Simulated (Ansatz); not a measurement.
The starting structures come from a database of crystals and need not be the phases stable at ambient conditions.

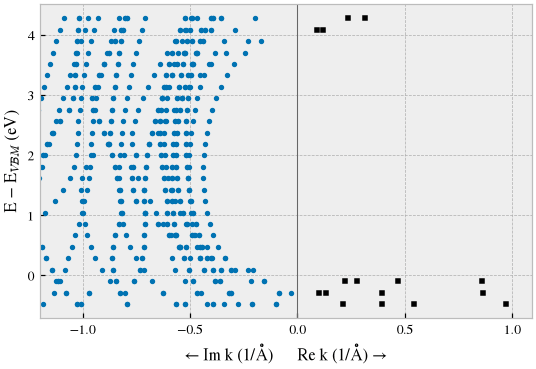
*Complex bands at the centre of the two-dimensional zone; r2SCAN in Ansatz (an electronic-structure program)*

The gap is the functional's own. No spin-orbit coupling. Mid-gap values are interpolated on the energy grid.

Task: This is ScTl(MoO$_{4}$)$_{2}$ (P-3m1, not sure to be the ambient phase, 12 atoms a cell, 19.3 Å³ an atom, -2 GPa at this level) along the normal of (110). Read off the slowest decay at the centre of the two-dimensional zone at 2.00 eV, the computed energy nearest the middle of the gap.

Result: κ ≈ 0.43 1/Å, a decay length 1/(2κ) of the density of 1.1 Å.
